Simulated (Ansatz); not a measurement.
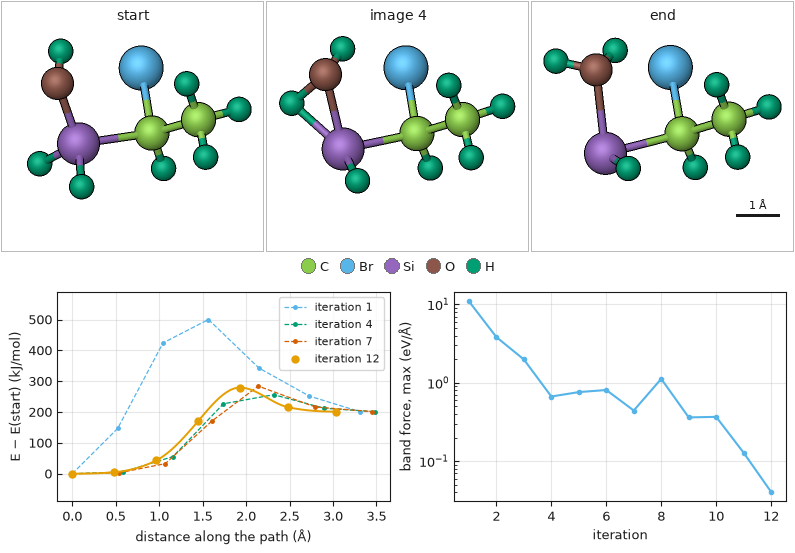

A search for the minimum-energy path of C$_{2}$H$_{7}$BrOSi by the nudged elastic band. Images are numbered from 0 (start) to 6 (end). The plot follows the band through its iterations. The picture is a ball-and-stick view, seen at a tilt.

These are results of Ansatz, RKS PBE/def2-SVP, not measurements. Set-up: 5 movable images; climbing image; force threshold 0.05 eV/Å; iteration limit 60; starting path through a guess of the saddle point.

**How did the profile develop, and is the result final?**

The result is final at these settings. The band converged in 12 iterations. The largest component of the band force went from 11 to 0.041 eV/Å. The climbing image converged on the top of the path. Its vibrational analysis gives one imaginary mode (1258i cm⁻¹), as a transition state must have. The first iteration put the highest image at 500.0 kJ/mol. The highest point, image 4, lies 279.4 kJ/mol above the start and 78.1 kJ/mol above the end; the end is at +201.3 kJ/mol relative to the start.
